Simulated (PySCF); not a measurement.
Geometry relaxation, with input and output: CH₇PSi

CH₇PSi, SMILES C[SiH2]P, computed with PBE0-D3(BJ)/def2-SVP geometry optimisation, gas phase (PySCF 2.14.0).

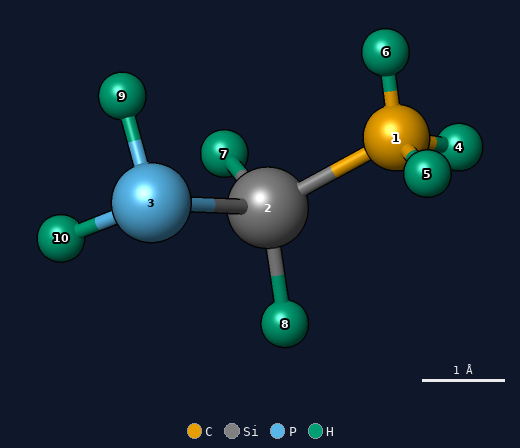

Fig. 1: The input geometry (ball-and-stick view, seen at a tilt; atoms are numbered from 1 in the order of the input).

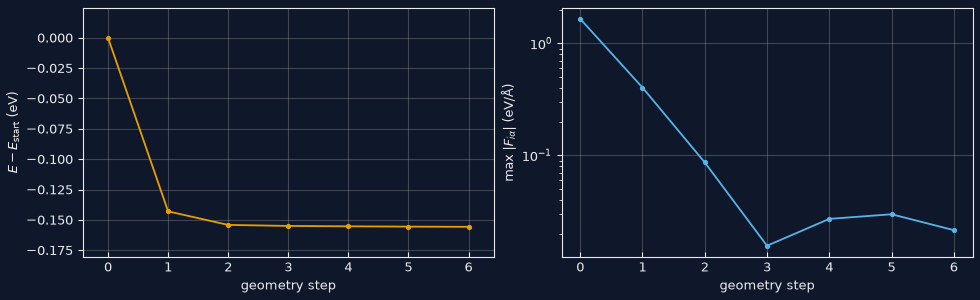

Fig. 2: Progress of the relaxation, step by step (steps are counted from 0).

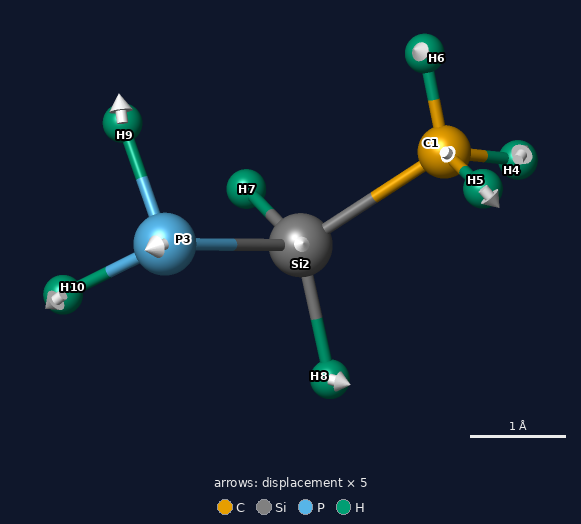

Fig. 3: The starting structure with the displacements as white arrows, magnified 5 times (ball-and-stick view, seen at a tilt). The two geometries are laid on each other by the best rigid fit. The energy falls by 0.156 eV in 6 geometry steps. The largest force component goes from 1.7 to 0.021 eV/Å. H9 moves most after the best rigid fit: 0.064 Å. By element the largest moves are H 0.064 Å, P 0.060 Å, C 0.035 Å, Si 0.027 Å. Distances before and after: P3–H9 1.362 → 1.430 Å, Si2–P3 2.230 → 2.271 Å, P3–H10 1.390 → 1.429 Å, C1–H6 1.062 → 1.101 Å. Among the angles that change: Si2–P3–H9 96.6° → 93.7°, C1–Si2–P3 106.1° → 108.7°, Si2–C1–H4 108.5° → 110.9°. (Atoms are counted from 1 in the order of the input.)

The input that produced these results follows, with the program's output.

Input
```
{"job": {"xc": "PBE0", "basis": "def2-SVP", "d3": "d3bj", "grid": 1, "shake": 0.01, "kind": "geom"}, "charge": 0, "multiplicity": 1}
C     -1.412510    -0.523700    -0.127940
Si     0.041310     0.686610    -0.116160
P      1.704540    -0.352220     0.945120
H     -2.286490    -0.009490    -0.528760
H     -1.663480    -0.856140     0.860110
H     -1.237010    -1.366280    -0.750020
H      0.400780     1.078070    -1.489320
H     -0.241940     1.908960     0.649550
H      2.062370    -1.167430    -0.085150
H      2.682870     0.580690     0.621510
```

The first line tells a small driver script what to run in PySCF; the rest is the geometry in Å.

Launched with:
```bash
OMP_NUM_THREADS=1 python <driver script> task.json out
```

What the program printed
```
step   0  E = -672.63481863  max force = 0.032245
step   1  E = -672.64007299  max force = 0.007853
step   2  E = -672.64048375  max force = 0.001684
step   3  E = -672.64051453  max force = 0.000303
step   4  E = -672.64052611  max force = 0.000528
step   5  E = -672.64053515  max force = 0.000579
step   6  E = -672.64054179  max force = 0.000418
optimisation converged
```

Trajectory as extended XYZ (Å, eV, eV/Å), 7 frames, from step=0 to step=6
```
10
Properties=species:S:1:pos:R:3:forces:R:3 step=0 energy=-18303.32570
C    -1.4125   -0.5237   -0.1279    0.0902   1.6373  -0.0640
Si    0.0413    0.6866   -0.1162   -0.2771  -0.7022  -0.0479
P     1.7045   -0.3522    0.9451   -0.4607   0.2427   1.6581
H    -2.2865   -0.0095   -0.5288   -0.3709   0.1693  -0.1498
H    -1.6635   -0.8561    0.8601   -0.1325  -0.3248   0.9625
H    -1.2370   -1.3663   -0.7500    0.3946  -1.1441  -0.7977
H     0.4008    1.0781   -1.4893    0.0558   0.1390  -0.4424
H    -0.2419    1.9090    0.6495   -0.1902   0.3634   0.2588
H     2.0624   -1.1674   -0.0852    0.2856  -1.0422  -1.2681
H     2.6829    0.5807    0.6215    0.6051   0.6617  -0.1096
10
Properties=species:S:1:pos:R:3:forces:R:3 step=1 energy=-18303.46868
C    -1.5832   -0.4318   -0.2194    0.0241  -0.4038  -0.0253
Si   -0.0376    0.6322   -0.1557   -0.1384   0.2372  -0.0599
P     1.6299   -0.4231    0.9584    0.2499  -0.1682  -0.2876
H    -2.4347    0.1265   -0.6371    0.0364   0.0661  -0.0084
H    -1.8664   -0.7834    0.7882    0.0423   0.0329  -0.1020
H    -1.4197   -1.3199   -0.8618   -0.0406   0.1548   0.1615
H     0.3441    1.0386   -1.5475    0.0423  -0.0115   0.0440
H    -0.3411    1.8783    0.6213    0.0783  -0.0178  -0.0115
H     1.9874   -1.2892   -0.1462   -0.1067   0.2346   0.2752
H     2.6331    0.5572    0.6350   -0.1877  -0.1241   0.0141
10
Properties=species:S:1:pos:R:3:forces:R:3 step=2 energy=-18303.47986
C    -1.5744   -0.4415   -0.2168    0.0015  -0.0866  -0.0247
Si   -0.0416    0.6438   -0.1561   -0.0664   0.0632  -0.0017
P     1.6186   -0.4276    0.9532    0.0524  -0.0601  -0.0439
H    -2.4247    0.1173   -0.6371   -0.0023   0.0086  -0.0020
H    -1.8538   -0.7893    0.7897    0.0101   0.0231  -0.0020
H    -1.4070   -1.3277   -0.8502    0.0077   0.0284   0.0279
H     0.3556    1.0482   -1.5421    0.0135  -0.0031   0.0082
H    -0.3251    1.8900    0.6241    0.0123  -0.0061  -0.0065
H     1.9589   -1.2788   -0.1480   -0.0238   0.0399   0.0444
H     2.6052    0.5512    0.6187   -0.0049  -0.0072   0.0002
10
Properties=species:S:1:pos:R:3:forces:R:3 step=3 energy=-18303.48069
C    -1.5719   -0.4449   -0.2151   -0.0057  -0.0001  -0.0095
Si   -0.0455    0.6496   -0.1547   -0.0139   0.0151   0.0040
P     1.6169   -0.4290    0.9490    0.0035  -0.0055   0.0135
H    -2.4243    0.1087   -0.6388   -0.0014  -0.0084  -0.0003
H    -1.8488   -0.7873    0.7933   -0.0014   0.0099   0.0098
H    -1.3968   -1.3318   -0.8429    0.0104  -0.0065   0.0013
H     0.3568    1.0527   -1.5393    0.0027   0.0024  -0.0005
H    -0.3256    1.8959    0.6251   -0.0035  -0.0022   0.0006
H     1.9465   -1.2753   -0.1542   -0.0017  -0.0082  -0.0156
H     2.6045    0.5470    0.6128    0.0109   0.0035  -0.0033
10
Properties=species:S:1:pos:R:3:forces:R:3 step=4 energy=-18303.48101
C    -1.5696   -0.4474   -0.2125   -0.0028   0.0271   0.0020
Si   -0.0486    0.6548   -0.1530    0.0143  -0.0076   0.0013
P     1.6169   -0.4289    0.9445   -0.0119   0.0144   0.0198
H    -2.4247    0.0984   -0.6406   -0.0007  -0.0110  -0.0028
H    -1.8454   -0.7841    0.7982   -0.0051   0.0010   0.0073
H    -1.3862   -1.3365   -0.8342    0.0059  -0.0153  -0.0025
H     0.3554    1.0577   -1.5370   -0.0047   0.0056  -0.0015
H    -0.3297    1.9005    0.6267   -0.0073  -0.0016   0.0048
H     1.9365   -1.2728   -0.1629    0.0036  -0.0154  -0.0237
H     2.6072    0.5437    0.6062    0.0087   0.0028  -0.0048
10
Properties=species:S:1:pos:R:3:forces:R:3 step=5 energy=-18303.48125
C    -1.5663   -0.4507   -0.2077    0.0020   0.0298   0.0101
Si   -0.0519    0.6610   -0.1506    0.0271  -0.0203  -0.0027
P     1.6187   -0.4270    0.9374   -0.0146   0.0207   0.0081
H    -2.4249    0.0835   -0.6431    0.0010  -0.0074  -0.0058
H    -1.8420   -0.7796    0.8057   -0.0057  -0.0048   0.0014
H    -1.3721   -1.3439   -0.8203   -0.0008  -0.0141   0.0001
H     0.3505    1.0655   -1.5347   -0.0097   0.0079  -0.0009
H    -0.3368    1.9050    0.6301   -0.0054  -0.0021   0.0075
H     1.9249   -1.2694   -0.1757    0.0040  -0.0100  -0.0129
H     2.6119    0.5412    0.5940    0.0022   0.0003  -0.0049
10
Properties=species:S:1:pos:R:3:forces:R:3 step=6 energy=-18303.48144
C    -1.5630   -0.4544   -0.2016    0.0048   0.0146   0.0112
Si   -0.0546    0.6656   -0.1483    0.0215  -0.0210  -0.0053
P     1.6226   -0.4227    0.9291   -0.0083   0.0166  -0.0063
H    -2.4244    0.0685   -0.6449    0.0026  -0.0013  -0.0063
H    -1.8398   -0.7761    0.8140   -0.0041  -0.0047  -0.0027
H    -1.3599   -1.3524   -0.8048   -0.0049  -0.0069   0.0037
H     0.3418    1.0740   -1.5331   -0.0101   0.0079   0.0000
H    -0.3441    1.9068    0.6351   -0.0008  -0.0024   0.0078
H     1.9165   -1.2656   -0.1880    0.0023  -0.0017   0.0018
H     2.6168    0.5419    0.5776   -0.0030  -0.0011  -0.0038
```

Key numbers

```tsv
quantity	value
outcome	converged
total energy	−672.640542 hartree
dipole moment	1.06 D
point group	C1
hardware	1 CPU thread, shared host
wall time	12 s
peak memory	0.37 GiB
```
